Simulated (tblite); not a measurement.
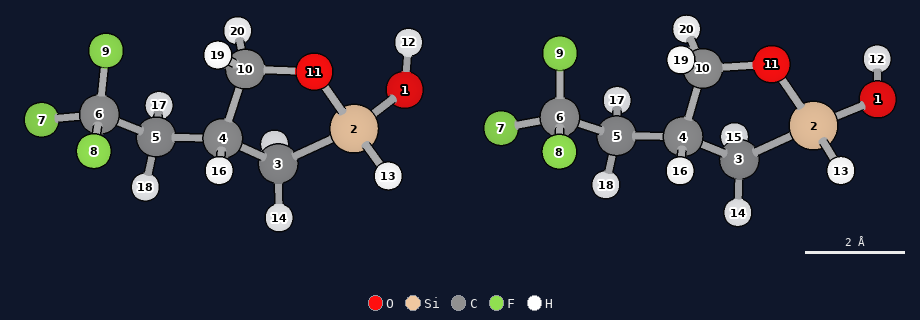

Two geometries of C₅H₉F₃O₂Si, drawn at one scale. One is the start of a relaxation, the other its converged end. Style: ball-and-stick. Shown at a tilt.

Computed with GFN2-xTB geometry optimisation, gas phase (tblite 0.8.0). 

> Which one is relaxed?

The right one is the relaxed one. H12 moves most after the best rigid fit: 0.51 Å. By element the largest moves are H 0.51 Å, O 0.44 Å, F 0.20 Å, Si 0.10 Å, C 0.10 Å. Among the contacts that change: Si2–O11 1.686 → 1.636 Å, C10–O11 1.440 → 1.403 Å, O1–Si2 1.645 → 1.616 Å, C4–C10 1.564 → 1.541 Å. Bond angles that change, for instance: O1–Si2–H13 112.8° → 103.6°, Si2–O1–H12 115.5° → 121.7°, O1–Si2–C3 114.3° → 120.4°. Groups turn about O1–Si2 by about 40°, Si2–O11 by about 20°. After 81 geometry steps the energy has fallen by 0.194 eV. The run took 0.76 s on 1 thread of Arm Neoverse V1 (shared host).
